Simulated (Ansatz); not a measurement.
**Effect of Ti → Re on Ti2CdC**

Base system: Ti2CdC (space group P6_3/mmc, No. 194; a = 3.062 Å, c = 14.327 Å; a cell from a computed database, its experimental status unchecked).

Perturbation: every Ti is replaced by Re; the structure is relaxed again.

All numbers come from PBEsol (Ansatz, a quantum-chemistry and plane-wave program, PAW, no spin-orbit coupling). k-mesh 19×19×3 (Γ-centred); smearing 0.05 eV (Fermi–Dirac), for the changed cell.

The volume per atom falls by 1.233 Å³, from 14.55 Å³ to 13.31 Å³ and the density rises by 9.21 g/cm³ (6.28 g/cm³ → 15.49 g/cm³). The lattice parameter a drops by 0.372 bohr (5.787 bohr → 5.415 bohr) and the c/a ratio grows by 0.547, from 4.678 to 5.225. The space group remains P6_3/mmc (No. 194) and the shortest interatomic distance increases by 0.023 bohr to 3.980 bohr. The band gap is still zero.

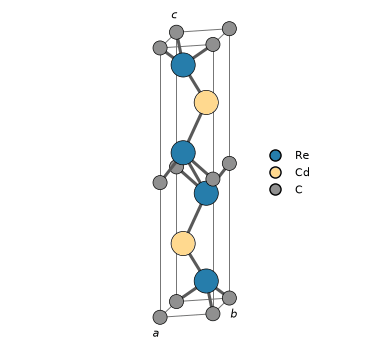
Figure: The relaxed conventional cell after the change

Stability against distortions was not tested. As relaxed here, CdRe2C is a hypothetical phase, not in the database extracts checked. All final runs are without spin polarisation.
